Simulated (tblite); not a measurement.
**Run report: C6H11FSi, geometry relaxation (part 1 of 4)**

The run: geometry relaxation of C6H11FSi. Method and program: GFN2-xTB geometry optimisation, gas phase (tblite 0.8.0).

It belongs to a series of runs on one base structure; here: Si replaced by C.

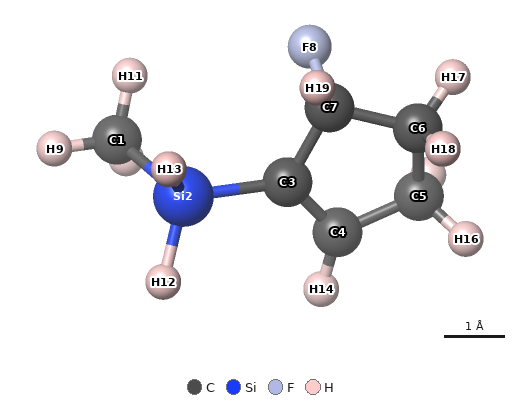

**Figure 1.** The input geometry (ball-and-stick view, seen at a tilt; atoms are numbered from 1 in the order of the input).

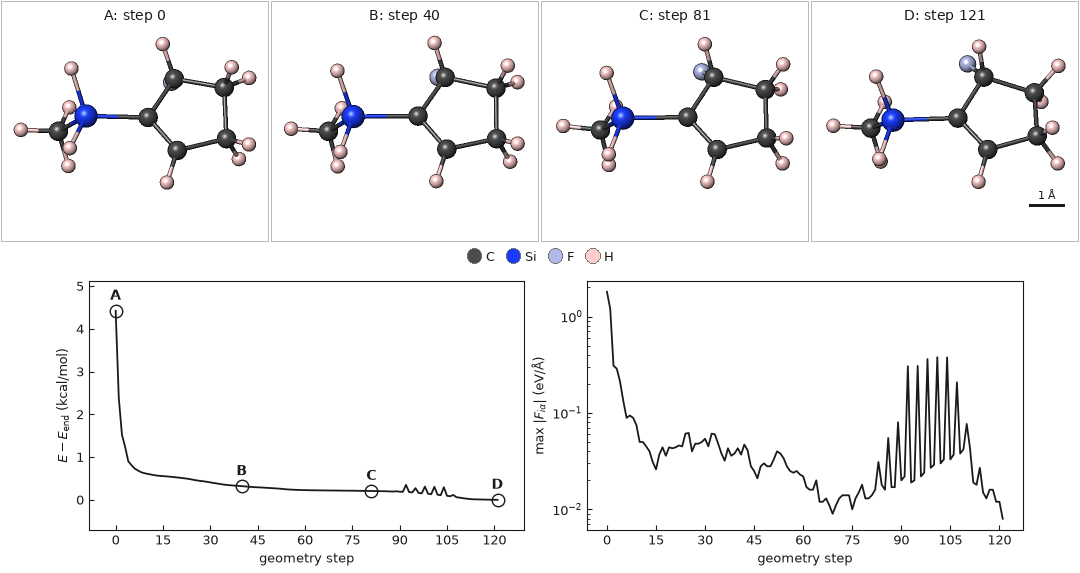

**Figure 2.** Frames of the relaxation (ball-and-stick view, seen at a tilt) above the curves, on which the letters mark them (steps are counted from 0).

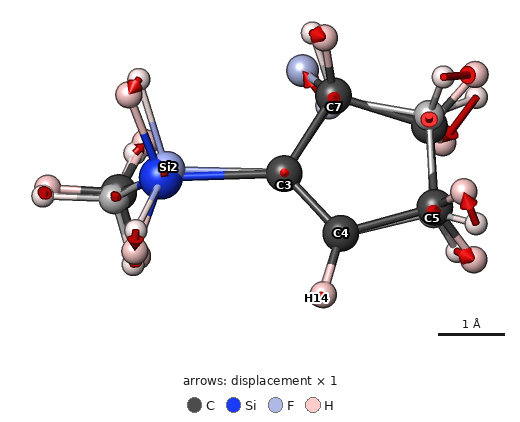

**Figure 3.** Start (faint) and end (solid) with the displacements as red arrows, at true length (ball-and-stick view, seen at a tilt). The two geometries are laid on each other by the best rigid fit. The largest moves after the best rigid fit, 1.06 Å, are those of H17 and H18. By element the largest moves are H 1.06 Å, F 0.73 Å, C 0.38 Å, Si 0.15 Å. Among the contacts that change: Si2–C3 1.803 → 1.882 Å, C1–Si2 1.864 → 1.896 Å, C3–C4 1.352 → 1.328 Å, Si2–H13 1.492 → 1.470 Å. Among the angles that change: C7–C6–H17 112.2° → 107.7°, C3–C7–H19 114.9° → 111.0°, C5–C6–H18 109.6° → 112.8°. Over 121 geometry steps the energy falls by 4.42 kcal/mol. The largest force component goes from 1.8 to 0.008 eV/Å. (Atoms are counted from 1 in the order of the input.)

The input and output of the run follow.

Input
```
{"job": {"kind": "relax", "xc": "GFN2-xTB", "basis": "xTB"}, "charge": 0, "multiplicity": 1}
C      2.832900    -0.717900     0.396700
Si     1.791700     0.645200    -0.333200
C      0.031700     0.256400    -0.292700
C     -0.758600    -0.165200    -1.305700
C     -2.161300    -0.410000    -0.829900
C     -2.205500     0.314900     0.505100
C     -0.748600     0.385700     0.975600
F     -0.489100    -0.674000     1.794500
H      3.892700    -0.461700     0.372500
H      2.689700    -1.650700    -0.152500
H      2.551000    -0.907400     1.439200
H      2.219500     0.890600    -1.721700
H      2.019900     1.898200     0.443700
H     -0.428900    -0.372400    -2.313800
H     -2.351300    -1.472500    -0.724300
H     -2.895800     0.012700    -1.520000
H     -2.848500    -0.195400     1.226600
H     -2.592700     1.325200     0.360400
H     -0.558500     1.307600     1.543500
```

The first line tells a small driver script what to run in tblite; the rest is the geometry in Å.

Run as:
```bash
OMP_NUM_THREADS=1 python <driver script> task.json out
```

Output
```
step      E/eV     max force
  0    -677.28834    2.237
  1    -677.37720    1.657
  2    -677.41409    0.359
  3    -677.42646    0.320
  4    -677.44096    0.216
  5    -677.44498    0.151
  6    -677.44836    0.124
  7    -677.45026    0.115
  8    -677.45204    0.107
  9    -677.45307    0.087
 10    -677.45376    0.063
 11    -677.45434    0.066
 12    -677.45498    0.061
 13    -677.45552    0.051
 14    -677.45585    0.037
 15    -677.45608    0.031
 16    -677.45632    0.038
 17    -677.45661    0.045
 18    -677.45694    0.038
 19    -677.45728    0.045
 20    -677.45764    0.047
 21    -677.45801    0.047
 22    -677.45840    0.049
 23    -677.45887    0.051
 24    -677.45944    0.062
 25    -677.46005    0.062
 26    -677.46059    0.048
 27    -677.46102    0.053
 28    -677.46143    0.053
 29    -677.46192    0.052
 30    -677.46247    0.058
 31    -677.46300    0.052
 32    -677.46352    0.065
 33    -677.46404    0.064
 34    -677.46456    0.058
 35    -677.46499    0.053
 36    -677.46529    0.034
 37    -677.46553    0.044
 38    -677.46578    0.040
 39    -677.46604    0.041
 40    -677.46629    0.044
 41    -677.46654    0.041
 42    -677.46681    0.050
 43    -677.46708    0.043
 44    -677.46730    0.032
 45    -677.46746    0.025
 46    -677.46762    0.028
 47    -677.46780    0.033
 48    -677.46800    0.033
 49    -677.46820    0.030
 50    -677.46840    0.031
 51    -677.46861    0.042
 52    -677.46884    0.054
 53    -677.46912    0.047
 54    -677.46948    0.038
 55    -677.46966    0.037
 56    -677.46986    0.025
 57    -677.47000    0.027
 58    -677.47011    0.029
 59    -677.47021    0.027
 60    -677.47030    0.026
 61    -677.47038    0.020
 62    -677.47044    0.018
 63    -677.47048    0.019
 64    -677.47052    0.020
 65    -677.47056    0.013
 66    -677.47060    0.014
 67    -677.47064    0.015
 68    -677.47067    0.012
 69    -677.47070    0.012
 70    -677.47073    0.013
 71    -677.47077    0.018
 72    -677.47081    0.018
 73    -677.47085    0.014
 74    -677.47088    0.015
 75    -677.47091    0.012
 76    -677.47095    0.016
 77    -677.47100    0.016
 78    -677.47105    0.018
 79    -677.47109    0.016
 80    -677.47114    0.017
 81    -677.47119    0.017
 82    -677.47125    0.018
 83    -677.47127    0.042
 84    -677.47136    0.023
 85    -677.47142    0.018
 86    -677.47151    0.069
 87    -677.47165    0.018
 88    -677.47173    0.020
 89    -677.47147    0.108
 90    -677.47190    0.023
 91    -677.47200    0.025
 92    -677.46498    0.383
 93    -677.47234    0.020
 94    -677.47258    0.021
 95    -677.46828    0.363
 96    -677.47318    0.025
 97    -677.47357    0.028
 98    -677.46671    0.420
 99    -677.47405    0.032
100    -677.47441    0.033
101    -677.46691    0.435
102    -677.47497    0.034
103    -677.47539    0.036
104    -677.46738    0.431
105    -677.47607    0.034
106    -677.47653    0.039
107    -677.47521    0.257
108    -677.47751    0.040
109    -677.47792    0.050
110    -677.47847    0.108
111    -677.47887    0.062
112    -677.47928    0.022
113    -677.47955    0.022
114    -677.47966    0.029
115    -677.47972    0.019
116    -677.47981    0.017
117    -677.47993    0.019
118    -677.47996    0.019
119    -677.48005    0.013
120    -677.48011    0.019
121    -677.48015    0.009
```

Trajectory as extended XYZ (Å, eV, eV/Å), 43 of the 122 frames kept, from step=0 to step=121
```
19
Properties=species:S:1:pos:R:3:forces:R:3 step=0 energy=-677.28834
C     2.8329   -0.7179    0.3967    0.2930  -0.6230   0.4760
Si    1.7917    0.6452   -0.3332    1.8020   1.2780  -0.3160
C     0.0317    0.2564   -0.2927   -1.7950  -0.4760  -1.2470
C    -0.7586   -0.1652   -1.3057    0.5110   0.0840   1.1970
C    -2.1613   -0.4100   -0.8299   -0.0390   0.4040  -0.6650
C    -2.2055    0.3149    0.5051   -0.4290   0.0670   0.3280
C    -0.7486    0.3857    0.9756   -0.8770   0.4270  -0.3580
F    -0.4891   -0.6740    1.7945    0.3160  -0.4270   0.6010
H     3.8927   -0.4617    0.3725   -0.1630  -0.1030   0.0230
H     2.6897   -1.6507   -0.1525    0.1080   0.0960   0.1090
H     2.5510   -0.9074    1.4392    0.1350   0.0030  -0.2610
H     2.2195    0.8906   -1.7217   -0.0800  -0.0130   0.0230
H     2.0199    1.8982    0.4437   -0.0800  -0.2210  -0.1450
H    -0.4289   -0.3724   -2.3138   -0.0830   0.0630   0.2090
H    -2.3513   -1.4725   -0.7243   -0.0180  -0.2360  -0.0260
H    -2.8958    0.0127   -1.5200   -0.0260  -0.1730  -0.0640
H    -2.8485   -0.1954    1.2266    0.1530   0.0650   0.0350
H    -2.5927    1.3252    0.3604    0.0640  -0.0020   0.0540
H    -0.5585    1.3076    1.5435    0.2080  -0.2110   0.0290
19
Properties=species:S:1:pos:R:3:forces:R:3 step=3 energy=-677.42646
C     2.8409   -0.7314    0.4065    0.0070   0.0450  -0.0200
Si    1.8340    0.6772   -0.3405    0.0990   0.0140  -0.0360
C     0.0179    0.2608   -0.3073   -0.0400   0.1060  -0.1120
C    -0.7617   -0.1748   -1.2946    0.1350   0.0380   0.2880
C    -2.1669   -0.4042   -0.8436   -0.1640  -0.0100  -0.0090
C    -2.2226    0.3163    0.5080   -0.1480  -0.0530  -0.0580
C    -0.7751    0.3913    0.9683    0.0550  -0.0830  -0.0250
F    -0.4792   -0.6801    1.8103    0.0310   0.1290   0.0200
H     3.8914   -0.4679    0.3750    0.1230  -0.1340   0.0760
H     2.6939   -1.6509   -0.1496    0.0550  -0.0670   0.0160
H     2.5549   -0.9095    1.4365    0.0330  -0.0590   0.0650
H     2.2194    0.8921   -1.7283    0.0620   0.0620  -0.2160
H     2.0185    1.8968    0.4417    0.0420   0.1770   0.0710
H    -0.4332   -0.3697   -2.3018   -0.0530  -0.0140   0.0490
H    -2.3514   -1.4753   -0.7274   -0.0370  -0.0030  -0.0700
H    -2.9010    0.0079   -1.5287   -0.1100  -0.0660  -0.2020
H    -2.8469   -0.1957    1.2322   -0.0680  -0.0330   0.1100
H    -2.5928    1.3280    0.3634   -0.0800   0.0880   0.0480
H    -0.5500    1.2983    1.5440    0.0580  -0.1380   0.0030
19
Properties=species:S:1:pos:R:3:forces:R:3 step=6 energy=-677.44836
C     2.8467   -0.7321    0.4079    0.0370   0.0110  -0.0050
Si    1.8502    0.6883   -0.3481   -0.0430   0.0140  -0.0190
C     0.0210    0.2761   -0.3084   -0.0020  -0.0300   0.0330
C    -0.7623   -0.1773   -1.2805   -0.0770   0.0500  -0.0830
C    -2.1810   -0.4032   -0.8483    0.0260   0.0090   0.0170
C    -2.2382    0.3141    0.5068    0.0470   0.0030   0.0460
C    -0.7787    0.3876    0.9640   -0.0180   0.0500   0.0310
F    -0.4733   -0.6702    1.8153   -0.0030  -0.0350  -0.0350
H     3.9040   -0.4862    0.3852    0.0500  -0.0890   0.0570
H     2.7014   -1.6562   -0.1459    0.0200   0.0170   0.0230
H     2.5600   -0.9159    1.4402    0.0130   0.0020  -0.0350
H     2.2263    0.8997   -1.7512    0.0170   0.0310   0.0160
H     2.0237    1.9147    0.4470    0.0420   0.0040  -0.0560
H    -0.4411   -0.3705   -2.2902   -0.0220  -0.0230   0.0080
H    -2.3573   -1.4765   -0.7367   -0.0590   0.0140  -0.0370
H    -2.9117   -0.0022   -1.5529    0.0600  -0.0630  -0.0210
H    -2.8541   -0.1983    1.2439   -0.0060   0.0250  -0.0290
H    -2.6023    1.3338    0.3707   -0.0550  -0.0650   0.0480
H    -0.5431    1.2835    1.5449   -0.0280   0.0750   0.0380
19
Properties=species:S:1:pos:R:3:forces:R:3 step=9 energy=-677.45307
C     2.8524   -0.7302    0.4073    0.0150   0.0050  -0.0100
Si    1.8495    0.6907   -0.3520    0.0470  -0.0140   0.0240
C     0.0187    0.2764   -0.3071    0.0370   0.0340  -0.0250
C    -0.7674   -0.1706   -1.2811    0.0150  -0.0260   0.0120
C    -2.1824   -0.4020   -0.8473   -0.0090  -0.0160   0.0090
C    -2.2378    0.3137    0.5108   -0.0480  -0.0110  -0.0400
C    -0.7790    0.3919    0.9663   -0.0320  -0.0010   0.0130
F    -0.4726   -0.6707    1.8118    0.0030  -0.0110  -0.0040
H     3.9142   -0.5020    0.3950    0.0170  -0.0140   0.0160
H     2.7057   -1.6559   -0.1426   -0.0020   0.0040  -0.0170
H     2.5626   -0.9171    1.4374   -0.0190   0.0230  -0.0010
H     2.2303    0.9059   -1.7554   -0.0050   0.0150   0.0470
H     2.0306    1.9206    0.4414    0.0210  -0.0390  -0.0750
H    -0.4459   -0.3739   -2.2878   -0.0090  -0.0040  -0.0220
H    -2.3659   -1.4756   -0.7433    0.0040   0.0170   0.0090
H    -2.9080   -0.0116   -1.5620    0.0080   0.0320   0.0220
H    -2.8573   -0.1971    1.2445    0.0120  -0.0340   0.0090
H    -2.6122    1.3285    0.3786   -0.0330   0.0080   0.0170
H    -0.5453    1.2880    1.5496   -0.0240   0.0330   0.0150
19
Properties=species:S:1:pos:R:3:forces:R:3 step=12 energy=-677.45498
C     2.8572   -0.7300    0.4067    0.0100  -0.0320   0.0200
Si    1.8541    0.6887   -0.3514   -0.0160  -0.0350  -0.0120
C     0.0200    0.2804   -0.3080   -0.0390   0.0100   0.0220
C    -0.7670   -0.1712   -1.2804    0.0320  -0.0140   0.0220
C    -2.1828   -0.4023   -0.8466    0.0130   0.0200  -0.0180
C    -2.2420    0.3126    0.5099    0.0180   0.0070   0.0370
C    -0.7820    0.3947    0.9675    0.0180   0.0140  -0.0380
F    -0.4726   -0.6716    1.8091   -0.0120   0.0400  -0.0150
H     3.9207   -0.5101    0.4012    0.0050   0.0100   0.0000
H     2.7072   -1.6549   -0.1436    0.0010  -0.0050  -0.0130
H     2.5610   -0.9143    1.4356   -0.0140   0.0080   0.0050
H     2.2316    0.9105   -1.7512    0.0100   0.0050  -0.0180
H     2.0371    1.9192    0.4296    0.0300   0.0380  -0.0010
H    -0.4493   -0.3757   -2.2892   -0.0020   0.0020   0.0150
H    -2.3691   -1.4743   -0.7444    0.0100  -0.0210   0.0150
H    -2.9053   -0.0108   -1.5627   -0.0130   0.0430   0.0020
H    -2.8569   -0.2015    1.2454    0.0070  -0.0400   0.0010
H    -2.6211    1.3267    0.3839   -0.0240  -0.0040  -0.0030
H    -0.5506    1.2930    1.5528   -0.0350  -0.0450  -0.0210
19
Properties=species:S:1:pos:R:3:forces:R:3 step=14 energy=-677.45585
C     2.8604   -0.7318    0.4074   -0.0100  -0.0120   0.0060
Si    1.8562    0.6856   -0.3515   -0.0190   0.0130  -0.0110
C     0.0198    0.2840   -0.3075   -0.0100  -0.0140   0.0060
C    -0.7651   -0.1730   -1.2787   -0.0220   0.0080  -0.0090
C    -2.1826   -0.4016   -0.8471    0.0000   0.0120   0.0040
C    -2.2440    0.3123    0.5108    0.0150  -0.0040   0.0110
C    -0.7834    0.3967    0.9660   -0.0060   0.0090  -0.0080
F    -0.4731   -0.6694    1.8068   -0.0040   0.0180  -0.0010
H     3.9246   -0.5139    0.4047   -0.0120   0.0110  -0.0020
H     2.7081   -1.6549   -0.1451    0.0090  -0.0160   0.0030
H     2.5590   -0.9123    1.4353   -0.0040  -0.0150   0.0090
H     2.2330    0.9133   -1.7501    0.0100  -0.0100  -0.0310
H     2.0428    1.9207    0.4226    0.0250   0.0260   0.0090
H    -0.4512   -0.3766   -2.2888    0.0160  -0.0040   0.0230
H    -2.3699   -1.4743   -0.7440    0.0070   0.0100   0.0000
H    -2.9048   -0.0070   -1.5629    0.0090   0.0200   0.0090
H    -2.8560   -0.2070    1.2462    0.0200  -0.0210  -0.0140
H    -2.6277    1.3256    0.3867   -0.0120  -0.0280   0.0020
H    -0.5558    1.2930    1.5533   -0.0150  -0.0030  -0.0060
19
Properties=species:S:1:pos:R:3:forces:R:3 step=17 energy=-677.45661
C     2.8607   -0.7341    0.4083   -0.0260   0.0220  -0.0140
Si    1.8560    0.6853   -0.3529    0.0220   0.0220  -0.0010
C     0.0187    0.2850   -0.3071    0.0250   0.0090  -0.0110
C    -0.7660   -0.1727   -1.2779    0.0040   0.0170  -0.0010
C    -2.1828   -0.3998   -0.8469   -0.0080  -0.0070  -0.0020
C    -2.2443    0.3110    0.5120   -0.0210  -0.0150  -0.0220
C    -0.7850    0.3991    0.9645    0.0000  -0.0040   0.0250
F    -0.4739   -0.6657    1.8056    0.0100  -0.0140   0.0240
H     3.9252   -0.5149    0.4068   -0.0290   0.0080   0.0000
H     2.7102   -1.6573   -0.1455    0.0070  -0.0030   0.0180
H     2.5570   -0.9132    1.4362    0.0030  -0.0190  -0.0080
H     2.2351    0.9135   -1.7531   -0.0060  -0.0220   0.0040
H     2.0506    1.9245    0.4182    0.0080  -0.0210  -0.0120
H    -0.4499   -0.3781   -2.2861    0.0170  -0.0110  -0.0090
H    -2.3695   -1.4727   -0.7439   -0.0080   0.0120  -0.0170
H    -2.9034   -0.0012   -1.5616   -0.0020   0.0030   0.0010
H    -2.8524   -0.2145    1.2452    0.0080  -0.0190   0.0080
H    -2.6346    1.3212    0.3892   -0.0130  -0.0040   0.0130
H    -0.5615    1.2938    1.5530    0.0090   0.0440   0.0060
```
